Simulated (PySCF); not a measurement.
SMILES BrC[SiH3] (CH5BrSi) at its B3LYP/def2-SVP optimised geometry (Å):

```
8

Si     1.0525    -0.2096     0.0000
C     -0.8459    -0.2096     0.0000
Br    -1.5578     1.6287     0.0000
H      1.5578     0.4822    -1.2173
H      1.5222    -1.6287    -0.0051
H      1.5575     0.4733     1.2225
H     -1.2578    -0.7030     0.8913
H     -1.2581    -0.7033    -0.8910
```

Computed with PySCF with B3LYP/def2-TZVP.

Map of the Laplacian of the electron density (e/bohr⁵) on the plane z = 1.5 Å:

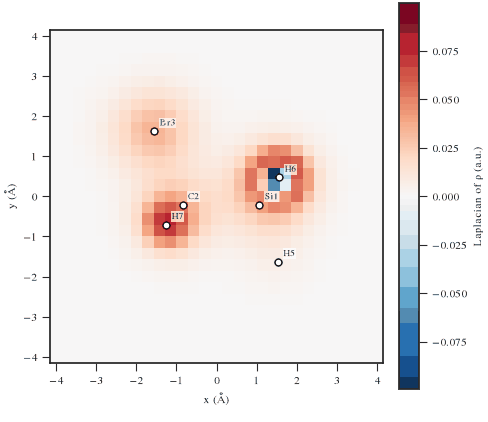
Fig. 1. Laplacian of the electron density (e/bohr⁵) on the plane z = 1.5 Å.
